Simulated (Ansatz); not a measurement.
# TiC (Fm-3m): modes against biaxial strain in the (111) plane, part 2 of 2

Aim: how do the optical modes of TiC (Fm-3m) shift and split under this strain?

Ansatz 0.2.0; DFT LDA, scalar-relativistic, plane waves, PAW; PAW set soft_1.

So far, highest optical mode at the zone centre (no LO-TO term) (cm⁻¹): step 5 (zone-centre response at rest) 555.

The database entry behind the starting cell differs from later determinations by our own check (0.1 to 0.3 % short, probably kX units), so it need not match the best structure at ambient conditions.

## (7) Modes of this member: biaxial strain of +4 % in the (111) plane

The zone-centre modes follow for biaxial strain of +4 % in the (111) plane.

File input.yaml:

```yaml
crystal:
  lattice:
    - [-0.0923710417, 2.1232588731, 2.1232588731]
    - [2.1232588731, -0.0923710417, 2.1232588731]
    - [2.1232588731, 2.1232588731, -0.0923710417]
  atoms:
    - { symbol: C, position: [0.5, 0.5, 0.5] }
    - { symbol: Ti, position: [0.0, 0.0, 0.0] }
kpoints:
  mp_grid: { grid: [16, 16, 16] }
hamiltonian:
  xc: lda
  pseudopotentials: { kind: paw, azcp: { folder: soft_1 }, xc_functional: pbe }
scf:
  occupations: { method: methfessel_paxton, width: 0.2 }
output:
  eigenvalues: true
phonons:
  method: dfpt
```

Launch:

```sh
ansatz run input.yaml --threads 4 --pin off --max-ram 10240MiB --backend cpu --events-out ev --progress --plain --runs-dir out
```

Numbers of over 12 decimals in the logs are rounded to 6 here.

The program printed:

```text
[...]
Crystal: 2 atoms, lattice volume = 20.393 Å³
Basis set: ecut = 420 eV, 393 PW (Γ), exchange–correlation on 48×48×48 points (8 copies of the dense FFT grid, shifted against one another)
Bands: 12, of which v1, the nominal top of the filled ones, is band 8 counted from 1 (7 counted from 0)
Symmetry: 12 space group operations
k-points: 1098 of 4096 (irreducible under 2 space group operations, time reversal used)
[...]
SCF iter   1: F=—  HF=-2696.064836 eV  |F-HF|=—  |Δ(HF+E_count)|=         —  Δρ=1.37e-1  dr2=5.02e0  ethr=3.10e-3  ⟨swp⟩=4.2  Hψ=62669  notcnv=0
[...]
SCF iter   9: F=-2695.084099 eV  HF=-2695.084099 eV  |F-HF|=4.55e-13  |Δ(HF+E_count)|=  8.55e-11  S|Δr|=    0.00e0  Δρ=2.67e-8  dr2=8.64e-14  ethr=1.00e-12  ⟨swp⟩=3.9  Hψ=55088  notcnv=0
[...]
SCF 1 converged in 9 iterations: F = -2695.084099 eV  dr2 = 8.64e-14
[...]
SCF converged after 9 iterations
[...]
Free energy (F): -2695.084099 eV
[...]
Internal energy: -2695.084942 eV  (E = F + TS)
E sigma→0 (E₀):  -2695.084310 eV
Entropy (-TS):   0.000843 eV (0.422 meV/atom)
Fermi energy:    14.291387 eV
[...]
--- Band table (eV; the first three rows and the last of 1098) ---
  k-point 0: bands = [... 4 lower, 2.0375, 14.6606, 14.6606, 15.2911, 15.7824, 15.7824, 16.0091, 16.0091]
  k-point 1: bands = [... 4 lower, 2.1241, 14.2854, 14.4649, 15.0261, 15.2296, 15.4700, 16.0714, 16.8840]
  k-point 2: bands = [... 4 lower, 2.3786, 13.4603, 13.7865, 14.2745, 15.2203, 15.5535, 16.4265, 17.9391]
  k-point 1097: bands = [... 4 lower, 5.9056, 8.4620, 11.0045, 11.0045, 17.2991, 17.2991, 18.5471, 21.9767]
[...]
ASR residual: 6.124e-6 → 0.000e0 eV/Å²; symmetrization residual: 5.711e-7 eV/Å²
  ASR residual per site (eV/Å²): 5.27e-7 6.12e-6
  Γ frequencies (cm⁻¹): 0.00 0.00 0.00 454.31 514.90 514.90
[...]
```

Elapsed: 22 s, on 4 threads of Arm Neoverse V1, shared host; peak memory 1.1 GiB; 80 s of CPU time.

Numbers from this step:

| Item | Value |
| --- | --- |
| sum-rule residual before enforcement | 6.12e-6 eV/Å² |
| point group | -3m |
| highest optical mode at the zone centre (no LO-TO term) | 514.9 cm⁻¹ |
| lowest optical zone-centre mode | 454.3 cm⁻¹ |

Patterns of degenerate modes are one choice out of their space. Modes at Γ, with each element's share of the kinetic energy:

| mode | frequency (cm⁻¹) | symmetry | C % | Ti % |
| --- | --- | --- | --- | --- |
| 1 | 0.0 | acoustic | 20 | 80 |
| 2 | 0.0 | acoustic | 20 | 80 |
| 3 | 0.0 | acoustic | 20 | 80 |
| 4 | 454.3 | A2u | 80 | 20 |
| 5 | 514.9 | Eu | 80 | 20 |
| 6 | 514.9 | Eu | 80 | 20 |

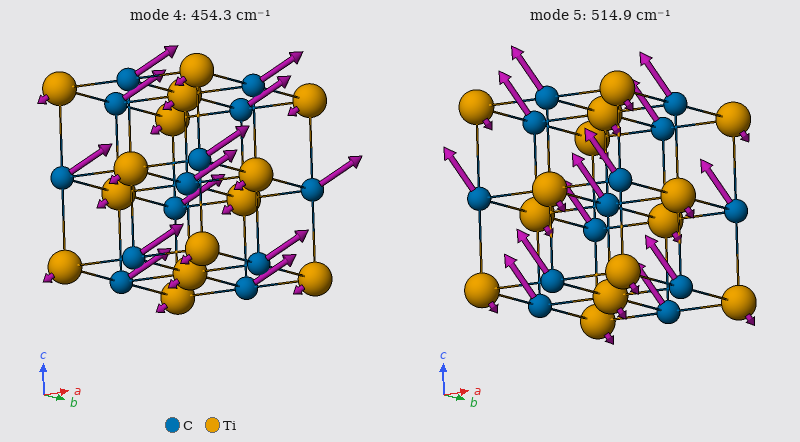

Displacement patterns of modes 4 and 5 at Γ; arrows are exaggerated. Some periodic images of atoms are drawn too.

The lowest optical mode is real, 454 cm⁻¹, and the highest lies at 514.9 cm⁻¹.

Between step 5 and this run (strain 4 %) the value for the highest optical mode at the zone centre (no LO-TO term) moves from 555 cm⁻¹ to 515 cm⁻¹ (-7 %).

## (8) Relaxation of a member: biaxial strain of -4 % in the (111) plane

The cell takes a biaxial strain of -4 % in the (111) plane. The strained lengths are held, while the rest of the cell and the atoms relax.

input.yaml, the sections that differ from step 7:

```yaml
crystal:
  lattice:
    - [0.0838390677, 2.1290359121, 2.1290359121]
    - [2.1290359121, 0.0838390677, 2.1290359121]
    - [2.1290359121, 2.1290359121, 0.0838390677]
  atoms:
    - { symbol: C, position: [0.5, 0.5, 0.5] }
    - { symbol: Ti, position: [0.0, 0.0, 0.0] }
  conventional_axes: [[-1, 1, 0], [0, -1, 1], [1, 1, 1]]
output:
  forces: true
  stress: true
  eigenvalues: true
relax:
  adjacent_minimum: "off"
  f_tol: 0.001
  max_steps: 60
  cell: { stress_tol: 0.01, fix: [a, b, gamma] }
# kpoints, hamiltonian, scf: as in step 7
# phonons: removed
```

The program printed:

```text
[...]
Crystal: 2 atoms, lattice volume = 18.161 Å³
Basis set: ecut = 420 eV, 339 PW (Γ)
Bands: 12, of which v1, the nominal top of the filled ones, is band 8 counted from 1 (7 counted from 0)
Symmetry: 12 space group operations
[...]
k-points: 417 of 4096
[...]
k-point 416: bands = [... 4 lower, 7.1920, 9.9056, 13.3849, 13.3849, 19.3373, 19.3373, 20.5374, 25.1558]
--- Relaxed structure (4 steps of the walk, 4 accepted, 2 SCFs on fresh bases) ---
[...]
cell:  # Å, volume = 18.2774 Å³
    - [0.093075, 2.138272, 2.138272]
    - [2.138272, 0.093075, 2.138272]
    - [2.138272, 2.138272, 0.093075]
  atoms:
    - { symbol: C, position: [0.500000, 0.500000, 0.500000] }
    - { symbol: Ti, position: [0, 0, 0] }
[key lines of the parts left out:]
SCF converged after 3 iterations
Free energy (F): -2695.064312 eV
Fermi energy:    16.246741 eV
P = ⅓ Tr σ = 17.8778 GPa (178.778 kbar)
```

Elapsed: 11 s, on 4 threads; peak memory 0.41 GiB.

Relaxation path:

| step | energy less that of the first step (eV) | largest force component (eV/Å) | pressure (GPa) | volume (Å³) |
| --- | --- | --- | --- | --- |
| 1 | 0.0000 | 0.0000 | 20.13 | 18.16 |
| 2 | -0.0012 | 0.0000 | 17.90 | 18.28 |
| 3 | -0.0012 | 0.0000 | 17.88 | 18.28 |
| 4* | -0.0014 | 0.0000 | 17.89 | 18.28 |
| 5 | -0.0014 | 0.0000 | 17.88 | 18.28 |
| 6* | -0.0014 | 0.0000 | 17.88 | 18.28 |

Relaxation steps marked * repeat the geometry before them on a plane-wave basis chosen anew for their cell, so energy and pressure can jump there.

Forces are held to the 12 operations that the run works with; a distortion that breaks them can't arise in this run.

| conventional cell, symmetrised | before | after | change |
| --- | --- | --- | --- |
| a (Å) | 2.892 | 2.892 | -0.0 % |
| b (Å) | 2.892 | 2.892 | -0.0 % |
| c (Å) | 7.520 | 7.568 | +0.6 % |
| volume (Å³/atom) | 9.08 | 9.14 | +0.6 % |

Final coordinates:

```xyz
2
Lattice="0.0931 2.1383 2.1383 2.1383 0.0931 2.1383 2.1383 2.1383 0.0931" Properties=species:S:1:pos:R:3 pbc="T T T"
C     2.1848    2.1848    2.1848
Ti    0.0000    0.0000    0.0000
```

Numbers from this step:

- pressure: 17.88 GPa
- volume per atom: 9.139 Å³

The forces vanish by symmetry.

## (9) Modes of this member: biaxial strain of -4 % in the (111) plane

The zone-centre modes follow for biaxial strain of -4 % in the (111) plane.

input.yaml, the sections that differ from step 8:

```yaml
crystal:
  lattice:
    - [0.093075175, 2.1382720194, 2.1382720194]
    - [2.1382720194, 0.093075175, 2.1382720194]
    - [2.1382720194, 2.1382720194, 0.093075175]
  atoms:
    - { symbol: C, position: [0.5, 0.5, 0.5] }
    - { symbol: Ti, position: [0.0, 0.0, 0.0] }
output:
  eigenvalues: true
phonons:
  method: dfpt
# kpoints, hamiltonian, scf: as in step 8
# relax: removed
```

The program printed:

```text
[...]
Crystal: 2 atoms, lattice volume = 18.277 Å³
Basis set: ecut = 420 eV, 339 PW (Γ), exchange–correlation on 48×48×48 points (8 copies of the dense FFT grid, shifted against one another)
Bands: 12, of which v1, the nominal top of the filled ones, is band 8 counted from 1 (7 counted from 0)
Symmetry: 12 space group operations
k-points: 1098 of 4096 (irreducible under 2 space group operations, time reversal used)
[...]
k-point 1: bands = [... 4 lower, 3.6043, 16.2343, 16.5358, 16.9606, 17.1291, 17.3479, 18.3803, 19.1797]
  k-point 2: bands = [... 4 lower, 3.9101, 15.5015, 15.6234, 16.0921, 17.0741, 17.4745, 18.7335, 20.3932]
  k-point 1097: bands = [... 4 lower, 7.1920, 9.9056, 13.3849, 13.3849, 19.3373, 19.3373, 20.5374, 25.1558]
[...]
ASR residual: 2.200e-5 → 0.000e0 eV/Å²; symmetrization residual: 1.615e-7 eV/Å²
  ASR residual per site (eV/Å²): 2.20e-5 1.05e-5
  Γ frequencies (cm⁻¹): 0.00 0.00 0.00 582.81 582.81 651.27
[...]
[key lines of the parts left out:]
SCF converged after 8 iterations
Free energy (F): -2695.064312 eV
Fermi energy:    16.246742 eV
```

Run time: 21 s. Hardware: 4 threads; peak memory 1.1 GiB; 77 s of CPU time.

Numbers from this step:

```yaml
sum_rule_residual_before_enforcement: 2.20e-5 eV/Å²
highest_optical_mode_at_the_zone_centre_no_lo_to_term: 651.3 cm⁻¹
lowest_optical_zone_centre_mode: 582.8 cm⁻¹
```

Patterns of degenerate modes are one choice out of their space. Modes at Γ, with each element's share of the kinetic energy:

| mode | frequency (cm⁻¹) | symmetry | C % | Ti % |
| --- | --- | --- | --- | --- |
| 1 | 0.0 | acoustic | 20 | 80 |
| 2 | 0.0 | acoustic | 20 | 80 |
| 3 | 0.0 | acoustic | 20 | 80 |
| 4 | 582.8 | Eu | 80 | 20 |
| 5 | 582.8 | Eu | 80 | 20 |
| 6 | 651.3 | A2u | 80 | 20 |

The lowest optical mode is real, 583 cm⁻¹, and the highest lies at 651.3 cm⁻¹.

Between step 5 and this run (strain -4 %) the value for the highest optical mode at the zone centre (no LO-TO term) moves from 555 cm⁻¹ to 651 cm⁻¹ (+17 %).

## (10) The series together

The members are set side by side, also those not shown above.

Stress is positive in compression; energies are extrapolated to zero smearing, and E0 is that at rest; the edges not held and the atoms are relaxed in each cell; all runs use 16×16×16 k points and Methfessel-Paxton smearing of 0.2 eV. State of the crystal along the series:

| strain (%) | in-plane stress (GPa) | free strain along [111] (%) | E - E0 (meV/atom) |
| --- | --- | --- | --- |
| -4 | 26.82 | 2.553 | 60.93 |
| -3 | 19.43 | 1.903 | 33.44 |
| -2 | 12.45 | 1.272 | 14.46 |
| -1 | 5.964 | 0.6402 | 3.511 |
| 0 | -0.008301 | 0 | 0 |
| 1 | -5.524 | -0.6488 | 3.361 |
| 2 | -10.69 | -1.287 | 13.17 |
| 3 | -15.57 | -1.903 | 29.12 |
| 4 | -20.16 | -2.504 | 50.98 |

Optical modes are counted from below at rest and tracked from member to member by their patterns, and modes that stay within 0.3 cm⁻¹ of each other stand once; labels, where given, are those at rest; the edges not held and the atoms are relaxed in each cell; all runs use 16×16×16 k points and Methfessel-Paxton smearing of 0.2 eV. Optical modes along the series:

| strain (%) | optical mode 1 T1u, singlet (cm⁻¹) | optical mode 2 T1u, doublet (cm⁻¹) |
| --- | --- | --- |
| -4 | 651.3 | 582.8 |
| -3 | 633.4 | 575.5 |
| -2 | 612.5 | 568.5 |
| -1 | 584.6 | 561.5 |
| 0 | 554.9 | 554.9 |
| 1 | 527.1 | 548.8 |
| 2 | 501.8 | 541.7 |
| 3 | 478.1 | 530.8 |
| 4 | 454.3 | 514.9 |

Value and slope at zero strain of a cubic (a lower polynomial where under five rows exist) through the rows within 2 % of rest. Slopes at rest:

| mode | frequency (cm⁻¹) | shift per percent of strain (cm⁻¹) | shift per GPa of compressive stress (cm⁻¹) |
| --- | --- | --- | --- |
| optical mode 1 T1u, singlet | 555.2 | -29.15 | 5.09 |
| optical mode 2 T1u, doublet | 555 | -6.24 | 1.09 |

## (11) What came out

| Quantity | Value |
| --- | --- |
| members | 9 |
| highest optical mode at the zone centre (no LO-TO term), at rest | 554.9 cm⁻¹ |
| biaxial modulus in the (111) plane | 573 GPa |
| optical mode 1 T1u, singlet, shift per percent | -29.15 cm⁻¹ |
| optical mode 2 T1u, doublet, shift per percent | -6.24 cm⁻¹ |

What this shows: The stress changes by 5.73 GPa for each percent, a biaxial modulus of 573 GPa in the (111) plane. For each percent the free edge responds with -0.65 %. The strain lowers the symmetry: the level at 554.9 cm⁻¹ splits, into 651.3 and 582.8 cm⁻¹ at -4 %. The fastest shift in the table of slopes is -29.1 cm⁻¹ for each percent (optical mode 1 T1u, singlet), or 5.1 cm⁻¹ for each GPa of compressive stress. For small strain, the measured shift of a line that Raman or infrared light can see, divided by its slope, estimates the stress, if the state of stress is of this kind. These are harmonic frequencies at zero temperature: anharmonic shifts, linewidths and thermal expansion are left out. With no gap, or one that is small against the smearing, the frequencies hang on the k mesh and the smearing, most of all near Kohn anomalies. The PAW files were made for PBE; the program adapts parts of them to the functional of the run, but their partial waves stay those of PBE, an approximation that was not tested in this session. Only the zone centre was solved, so an instability at another wavevector cannot show here.

[Logs are printed without paths, hosts, clocks, repeated set-up lines and the standing remarks that a program may print on its own settings, such as how far it seeks lower states.]

[Hosts, paths, dates, database ids (printed as entryN), source tags and the programs' standing remarks are cut or masked in the printed files.]
